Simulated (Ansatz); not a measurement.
# Calculations on CH$_{9}$BSi

**1. Relaxation**

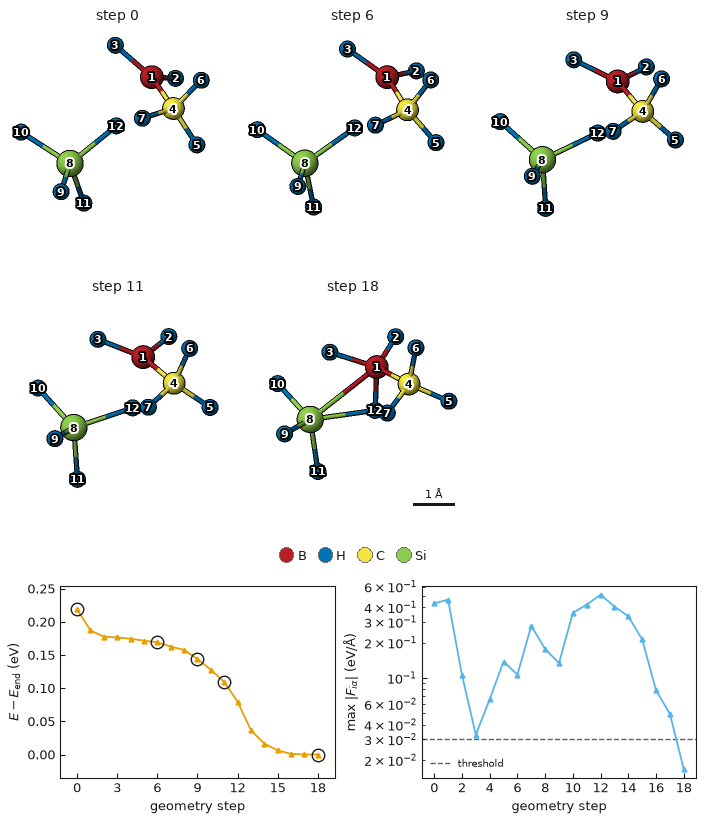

Frames of a relaxation of CH₉BSi, marked on the history of the run. Style: ball-and-stick. Shown from a free direction.

The run prepares an end point of a later path (reaction) calculation, from a guessed geometry.

Computed with Ansatz 0.2.0, RKS PBE0/6-31G*.

Input file:
```yaml
crystal:
  periodic: [false, false, false]
  atoms:
    - { symbol: B, position_ang: [-0.149639, 0.361854, 0.097691] }
    - { symbol: H, position_ang: [-0.213771, 0.690014, 1.242621] }
    - { symbol: H, position_ang: [0.939657, 0.336148, -0.410241] }
    - { symbol: C, position_ang: [-1.440507, 0.202719, -0.777477] }
    - { symbol: H, position_ang: [-2.339347, -0.0779, -0.220969] }
    - { symbol: H, position_ang: [-1.632422, 1.20257, -1.201827] }
    - { symbol: H, position_ang: [-1.324275, -0.461172, -1.640414] }
    - { symbol: Si, position_ang: [0.235324, -2.621004, 1.008137] }
    - { symbol: H, position_ang: [-0.505967, -3.228044, -0.126531] }
    - { symbol: H, position_ang: [1.691053, -2.881564, 0.874767] }
    - { symbol: H, position_ang: [-0.267554, -3.156309, 2.301265] }
    - { symbol: H, position_ang: [0.008549, -1.157113, 1.022077] }
basis:
  gaussian: { orbitals: "6-31G*" }
hamiltonian:
  xc: pbe0
relax:
  f_tol: 0.03
  max_steps: 50
```

Run as
```bash
ansatz run input.yaml --threads 1 --pin off --max-ram 2048MiB --backend cpu --events-out ev --progress --plain --runs-dir out
```

Q: Describe the path.

A: H3 moves most after the best rigid fit: 1.03 Å. By element the largest moves are H 1.03 Å, B 0.56 Å, Si 0.46 Å, C 0.17 Å. Near-neighbour distances that change, for instance: H3–Si8 3.354 → 1.948 Å, B1–Si8 3.142 → 2.201 Å, B1–H12 1.785 → 1.319 Å, Si8–H12 1.481 → 1.621 Å. New bonds form, among them: B1–H12 (1.79 → 1.32 Å), B1–Si8 (3.14 → 2.20 Å). Bond angles that change, for instance: H11–Si8–H12 107.2° → 88.1°, H9–Si8–H12 109.6° → 120.0°, H2–B1–H3 117.4° → 107.1°. After 18 geometry steps the energy has fallen by 0.219 eV. The largest force component goes from 0.43 to 0.017 eV/Å. From step 0 to 6: H2 moves most (0.25 Å), energy −0.050 eV. From step 6 to 9: H3 moves most (0.34 Å), energy −0.025 eV. From step 9 to 11: H10 moves most (0.30 Å), energy −0.035 eV. From step 11 to 18: H3 moves most (0.33 Å), energy −0.109 eV.

**2. Relaxation**

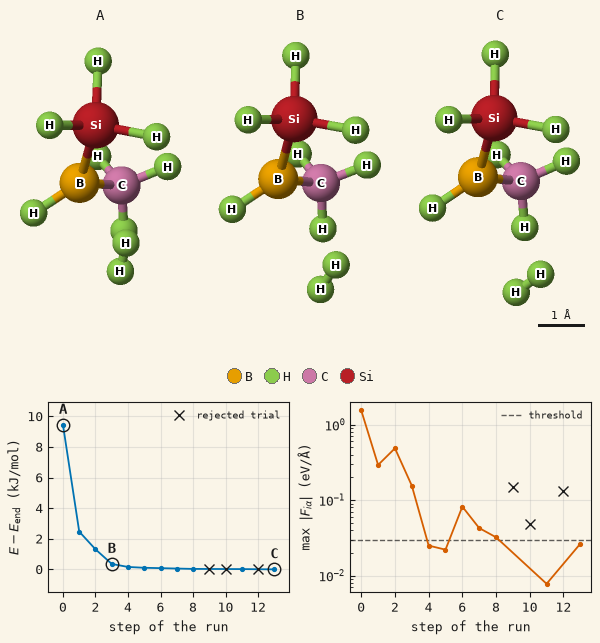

Frames of a relaxation of CH9BSi, marked on the history of the run. A ball-and-stick model, seen from a free direction.

The run prepares an end point of a later path (reaction) calculation, from a guessed geometry.

The calculation used Ansatz 0.2.0, RKS PBE0/6-31G*. Set-up: no spin polarisation; force threshold 0.03 eV/Å; at most 50 steps.

What happens along the run?

The energy falls by 9.44 kJ/mol in 10 accepted moves (13 points after the start). Largest force component: 1.5 eV/Å at the start, 0.026 eV/Å at the end. The line search rejected the trial steps at points 9, 10, 12 of the run. The forces were under the threshold at step 4, but the run went on from there. An H atom moves most after the best rigid fit: 0.78 Å. Largest moves by element: H 0.78 Å, Si 0.16 Å, B 0.14 Å, C 0.10 Å. Near-neighbour distances that change, for instance: B–Si 1.977 → 2.029 Å, H–H 0.711 → 0.745 Å, B–C 1.568 → 1.561 Å. From step 0 to 3: an H atom moves most (0.54 Å), energy −9.09 kJ/mol. From step 3 to 13: an H atom moves most (0.24 Å), energy −0.35 kJ/mol.

```
step  E − E(0), kJ/mol  largest force component, eV/Å      note
   0              0.00                         1.5477          
   1             -6.98                         0.2928          
   2             -8.13                         0.4867          
   3             -9.09                         0.1558          
   4             -9.29                         0.0250          
   5             -9.34                         0.0220          
   6             -9.37                         0.0820          
   7             -9.39                         0.0426          
   8             -9.42                         0.0322          
   9             -9.39                         0.1506  rejected
  10             -9.39                         0.0490  rejected
  11             -9.43                         0.0078          
  12             -9.42                         0.1302  rejected
  13             -9.44                         0.0264
```

**3. Path**

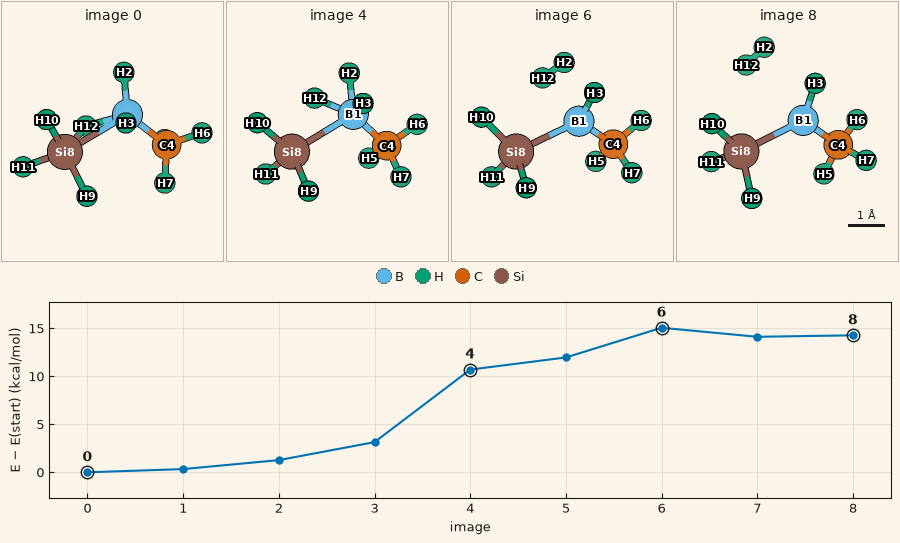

A search for the minimum-energy path of CH9BSi by the nudged elastic band. Images are numbered from 0 (start) to 8 (end). Style: ball-and-stick. Shown at a tilt.

Theory: RKS PBE0/6-31G* (Ansatz 0.2.0). Settings: 7 movable images; climbing image; force threshold 0.03 eV/Å; iteration limit 60; starting path through a guess of the saddle point.

**Read off the barrier and say what moves.**

Breaking: B1–H12 (1.32 → 1.92 at the top → 3.04 Å), B1–H2 (1.20 → 1.96 at the top → 2.98 Å), Si8–H12 (1.62 → 2.72 at the top → 3.57 Å). Forming: H2–H12 (1.89 → 0.76 at the top → 0.75 Å). Forward barrier 15.1 kcal/mol, backward barrier 0.8 kcal/mol, with image 6 at the top; the reaction energy is +14.3 kcal/mol. The band converged in 27 iterations. The largest component of the band force went from 13 to 0.016 eV/Å. The climbing image converged on the top of the path. Its vibrational analysis gives one imaginary mode (304i cm⁻¹), as a transition state must have.

Cost: 6.2 min on 1 thread of AMD EPYC 7B13 (Zen 3) (shared host), peak memory 0.15 GiB.
